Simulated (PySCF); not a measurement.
# C2H7Al (SMILES [CH3][AlH][CH3]): levels of theory compared

Wanted: a comparison of 6 runs (BLYP/def2-SVPD, CAM-B3LYP/def2-SVPD, PBE0/def2-SVPD, TPSS/def2-SVPD, r2SCAN/def2-SVPD, wB97X/def2-SVPD) of C2H7Al. 

Program for the calculation: PySCF 2.14.0.

### 1 The molecule

C2H7Al has 10 atoms, charge 0, and is taken as a singlet. As SMILES, `[CH3][AlH][CH3]`. One bond was lengthened or shortened from a relaxed shape.

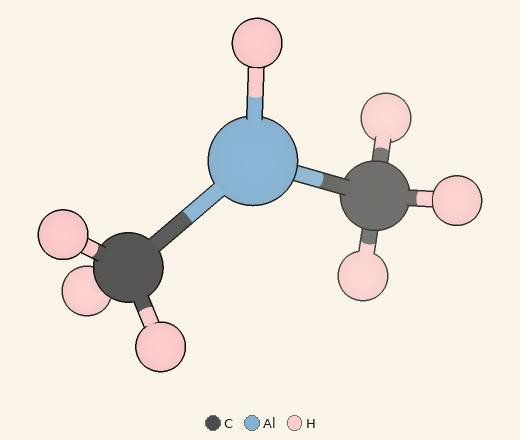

The structure, seen from a chosen angle (carbon dark grey, aluminium light blue, hydrogen pink).

### 2 The energy at BLYP/def2-SVPD (run 1)

The input, run.py:

```python
from pyscf import gto, dft

system = gto.M(
    atom='''
C     -1.263808     1.078412    -0.750984
Al     0.452092     0.176612    -0.504084
C      0.859192    -0.794188     1.142016
H     -2.098708     0.388012    -0.588884
H     -1.381708     1.523312    -1.741484
H     -1.385008     1.878512    -0.011284
H      1.560992     0.233612    -1.648884
H      0.024292    -0.825188     1.846316
H      1.201900    -1.980900     0.894300
H      1.711592    -0.336088     1.656816
''',
    basis='def2-svpd',
    max_memory=1860,
    verbose=3,
    charge=0,
)

myscf = dft.RKS(system, xc='blyp')
myscf.conv_tol = 1e-10
myscf.grids.level = 5
myscf.kernel()
if not myscf.converged:
    myscf = myscf.newton().run(myscf.mo_coeff, myscf.mo_occ)

e_tot = myscf.e_tot
print('E(%s) = %.9f' % ('BLYP', e_tot))
```

Run with:

```
OMP_NUM_THREADS=1 python run.py
```

Log:

```text
converged SCF energy = -322.650544140066
E(BLYP) = -322.650544140
```

Wall time 36 s (1 thread of Intel Xeon at 2.70GHz, shared host); peak memory 0.66 GiB.

### 3 A single-point energy at CAM-B3LYP/def2-SVPD (run 2)

The input, input.py:

```python
from pyscf import gto, dft

system = gto.M(
    atom='''
C     -2.388251     2.037903    -1.419154
Al     0.854330     0.333748    -0.952581
C      1.623638    -1.500798     2.158097
H     -3.965983     0.733236    -1.112829
H     -2.611050     2.878642    -3.290928
H     -2.617286     3.549873    -0.021324
H      2.949847     0.441463    -3.115939
H      0.045905    -1.559379     3.489032
H      2.271262    -3.743358     1.689982
H      3.234440    -0.635114     3.130928
''',
    unit='bohr',
    verbose=3,
    basis='def2-svpd',
    max_memory=1860,
)

myscf = dft.RKS(system, xc='cam-b3lyp')
myscf.grids.level = 5
myscf.conv_tol = 1e-10
myscf.kernel()
if not myscf.converged:
    myscf = myscf.newton().run(myscf.mo_coeff, myscf.mo_occ)

energy = myscf.e_tot
print(f'total energy: {energy:.8f} hartree')
```

Run with:

```
OMP_NUM_THREADS=1 python input.py
```

Log:

```text
converged SCF energy = -322.660114615355
total energy: -322.66011462 hartree
```

Run time: 38 s. Hardware: 1 thread of Intel Xeon at 2.70GHz, shared host; peak memory 0.66 GiB.

Runs 3 to 4 aren't shown in full; the table further down has their settings and results.

### 4 The energy at r2SCAN/def2-SVPD (run 5)

The input, start.xyz:

```xyz
10

C     -1.263808     1.078412    -0.750984
Al     0.452092     0.176612    -0.504084
C      0.859192    -0.794188     1.142016
H     -2.098708     0.388012    -0.588884
H     -1.381708     1.523312    -1.741484
H     -1.385008     1.878512    -0.011284
H      1.560992     0.233612    -1.648884
H      0.024292    -0.825188     1.846316
H      1.201900    -1.980900     0.894300
H      1.711592    -0.336088     1.656816
```

The input, input.py:

```python
from pyscf import gto, dft

mol = gto.M(
    atom='start.xyz',
    verbose=3,
    basis='def2-svpd',
    charge=0,
    max_memory=1860,
)

myscf = dft.RKS(mol, xc='r2scan')
myscf.grids.level = 5
myscf.conv_tol = 1e-10
myscf.kernel()
if not myscf.converged:
    myscf = myscf.newton().run(myscf.mo_coeff, myscf.mo_occ)

e_tot = myscf.e_tot
print(f'total energy: {e_tot:.8f} hartree')
```

Run with:

```
OMP_NUM_THREADS=1 python input.py
```

Log:

```text
converged SCF energy = -322.626224648685
total energy: -322.62622465 hartree
```

Run time: 51 s. Hardware: 1 thread of Intel Xeon at 2.70GHz, shared host; peak memory 0.72 GiB.

### 5 A single-point energy at wB97X/def2-SVPD (run 6)

The input, input.py:

```python
from pyscf import gto, dft

system = gto.Mole()
system.atom = '''
C     -2.388251     2.037903    -1.419154
Al     0.854330     0.333748    -0.952581
C      1.623638    -1.500798     2.158097
H     -3.965983     0.733236    -1.112829
H     -2.611050     2.878642    -3.290928
H     -2.617286     3.549873    -0.021324
H      2.949847     0.441463    -3.115939
H      0.045905    -1.559379     3.489032
H      2.271262    -3.743358     1.689982
H      3.234440    -0.635114     3.130928
'''
system.charge = 0
system.max_memory = 1860
system.verbose = 4
system.unit = 'bohr'
system.spin = 0
system.basis = 'def2-svpd'
system.build()

mf = dft.RKS(system)
mf.xc = 'wb97x'
mf.grids.level = 5
mf.conv_tol = 1e-10
mf.kernel()
if not mf.converged:
    mf = mf.newton().run(mf.mo_coeff, mf.mo_occ)

e_final = mf.e_tot
print('E = %.10f Eh' % e_final)
```

Run with:

```
OMP_NUM_THREADS=1 python input.py
```

Log:

```text
PySCF version 2.14.0

[... 77 lines left out ...]
converged SCF energy = -322.682865695664
E = -322.6828656957 Eh
```

Run time: 40 s. Hardware: 1 thread of Intel Xeon at 2.70GHz, shared host; peak memory 0.66 GiB.

### 6 Overview of the runs

| run | level | energy (Eh) | dipole moment (D) | HOMO energy (eV) | LUMO energy (eV) | wall time |
| --- | --- | --- | --- | --- | --- | --- |
| 1 | BLYP/def2-SVPD | -322.650544 | 0.72 | -6.42 | -1.55 | 36 s |
| 2 | CAM-B3LYP/def2-SVPD | -322.660115 | 0.68 | -9.19 | 0.08 | 38 s |
| 3 | PBE0/def2-SVPD | -322.491414 | 0.71 | -7.81 | -0.85 | 26 s |
| 4 | TPSS/def2-SVPD | -322.752081 | 0.71 | -6.64 | -1.46 | 51 s |
| 5 | r2SCAN/def2-SVPD | -322.626225 | 0.75 | -6.80 | -1.28 | 51 s |
| 6 | wB97X/def2-SVPD | -322.682866 | 0.70 | -10.22 | 1.07 | 40 s |

### 7 What came out

```
            quantity          value
 run 6: total energy  -322.68287 Eh
run 6: dipole moment         0.70 D
  run 6: HOMO energy      -10.22 eV
  run 6: LUMO energy        1.07 eV
run 6: HOMO–LUMO gap       11.29 eV
```

**Reading.** The dipole moment (its size) runs from 0.68 D (CAM-B3LYP/def2-SVPD) to 0.75 D (r2SCAN/def2-SVPD). The HOMO–LUMO gap runs from 4.86 eV (BLYP/def2-SVPD) to 11.29 eV (wB97X/def2-SVPD). Totals of different functionals can't be ranked against each other. All runs together took 4 min, the longest 51 s.
